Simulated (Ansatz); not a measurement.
# CH2BNO2: how energies converge with the basis set

Aim: see how fast density functionals converge with the basis set for CH2BNO2.

Computed with Ansatz 0.2.0, Gaussian basis. Level: one geometry, several basis sets.

Plan: PBE0-D4/def2-SVP; ωB97M-V/def2-SVP; PBE0-D4/def2-QZVPP; ωB97M-V/def2-QZVPP; the functionals' def2-TZVPP values are taken from earlier runs.

**1. The relaxed structure**

The geometry comes from an earlier relaxation with PBE0-D4 in a triple-zeta def2 set; it is a stationary point, not always the lowest conformer.

SMILES `O=C1NB1O`, 7 atoms, charge 0, spin multiplicity 1.

Atoms are counted from 1 here; the program's logs count them from 0.

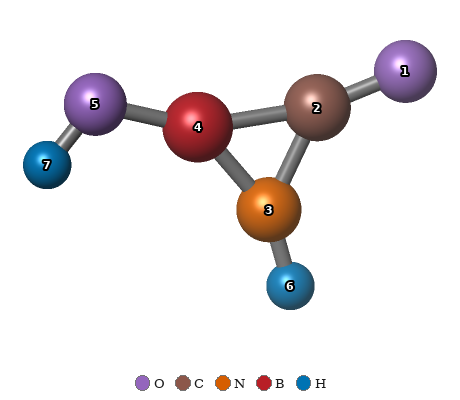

The geometry (oxygen purple, carbon brown, nitrogen orange, boron red, hydrogen blue); atoms are numbered from 1 in the order of the file.

**2. PBE0-D4 in def2-SVP**

in.yaml reads:

```yaml
crystal:
  periodic: [false, false, false]
  atoms:
    - {symbol: O, position_ang: [-0.130195, -2.282002, 0.732358]}
    - {symbol: C, position_ang: [-0.101575, -1.164093, 0.322228]}
    - {symbol: N, position_ang: [0.581164, 0.023274, 0.650551]}
    - {symbol: B, position_ang: [-0.304200, 0.142510, -0.433488]}
    - {symbol: O, position_ang: [-0.798398, 0.985328, -1.346520]}
    - {symbol: H, position_ang: [1.265533, 0.346011, 1.324164]}
    - {symbol: H, position_ang: [-0.451028, 1.880873, -1.294992]}
basis:
  gaussian: {orbitals: def2-SVP}
hamiltonian: {xc: pbe0, dispersion: d4}
output: {orbitals: {seedname: orbitals}}
```

Run with:

```bash
$ ansatz run in.yaml --threads 2 --pin off --events-out ev --progress --plain --max-ram 4352MiB
```

After this run come: ωB97M-V in def2-SVP; PBE0-D4 in def2-QZVPP; ωB97M-V in def2-QZVPP.

Q: Predict the results of all the runs planned. Wanted: PBE0-D4: double and triple zeta above quadruple; ωB97M-V: double and triple zeta above quadruple.

As calculated:

```
                                       quantity          value
PBE0-D4: double and triple zeta above quadruple  8.84, 0.40 eV
ωB97M-V: double and triple zeta above quadruple  9.02, 0.37 eV
```

**Reading.** For PBE0-D4 the step from double to triple zeta gains 8.44 eV and the next only 0.40 eV. Total energies overstate the basis error of differences, where much of it tends to cancel. The LUMO of ωB97M-V is positive and keeps falling with the basis (2.39 to 1.00 eV): an unbound level that the basis holds in place.
